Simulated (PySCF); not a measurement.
# C₅H₇N: NMR shifts and spin-spin couplings

What NMR shifts and spin-spin couplings should C₅H₇N (`C=N[C@H]1CC1=C`) show?

Computed with PySCF 2.14.0, with density-fitted response routines of our own, on a single molecule in the gas phase. Atoms are numbered from 0 throughout.

## 1. Starting geometry

13 atoms, charge 0, multiplicity 1; geometry from: GFN2-xTB.

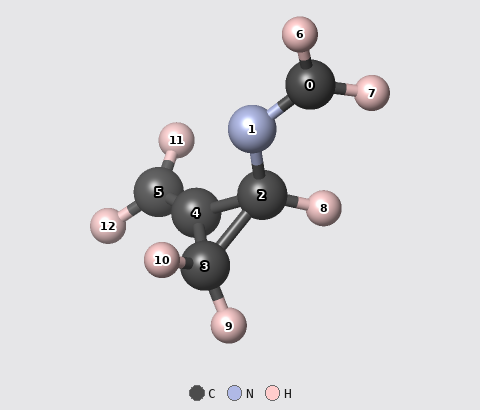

The starting geometry (carbon dark grey, nitrogen light blue, hydrogen pink), atoms numbered.

## 2. Shielding tensors: PBE0/pcSseg-1

The job: settings as JSON, then the geometry in Å.

```
{"job": {"kind": "nmr", "xc": "PBE0", "basis": "pcSseg-1"}, "charge": 0, "multiplicity": 1}
C      2.447354     0.088445     0.024649
N      1.300122    -0.068099     0.506314
C      0.211122    -0.375432    -0.319396
C     -0.923771    -1.177037     0.318166
C     -1.094000     0.236656     0.019147
C     -1.823258     1.320455     0.027617
H      3.256491     0.327977     0.697235
H      2.690816     0.000515    -1.040736
H      0.423857    -0.551343    -1.379632
H     -1.422359    -1.917502    -0.290307
H     -0.790706    -1.461706     1.351584
H     -1.446293     2.262252    -0.336607
H     -2.833762     1.315306     0.404239
```

With the program's defaults for keys left out, this is: GIAO PBE0/pcSseg-1 NMR shielding, non-relativistic, gas phase.

**Question.** This job is followed by: B3LYP/pcJ-1 indirect spin-spin coupling, non-relativistic, gas phase. What will the session give for the following? ¹³C shifts against TMS (PBE0/pcSseg-1); ¹H shifts against TMS (PBE0/pcSseg-1); ¹⁵N shifts against NH3 (PBE0/pcSseg-1); largest coupling of the table (B3LYP/pcJ-1).

The runs gave:

| quantity | value |
| --- | --- |
| ¹³C shifts against TMS (PBE0/pcSseg-1) | 152.3, 145.1, 112.2, 48.5, 18.3 ppm |
| ¹H shifts against TMS (PBE0/pcSseg-1) | 7.90, 7.16, 5.98, 5.94, 3.18, 1.82, 1.77 ppm |
| ¹⁵N shifts against NH3 (PBE0/pcSseg-1) | 413.8 ppm |
| largest coupling of the table (B3LYP/pcJ-1) | ¹J(C,H) C0–H6, 188.1 Hz |

What this shows: At PBE0/pcSseg-1: The largest span, 749 ppm, is at N1, where the paramagnetic term is -472 ppm. In the run at B3LYP/pcJ-1, the largest coupling of the table is C0–H6, 188.1 Hz, of which the Fermi-contact term gives 187.5 Hz. Couplings across rotatable bonds belong to this one conformer; where others are populated, the observed values are averages.
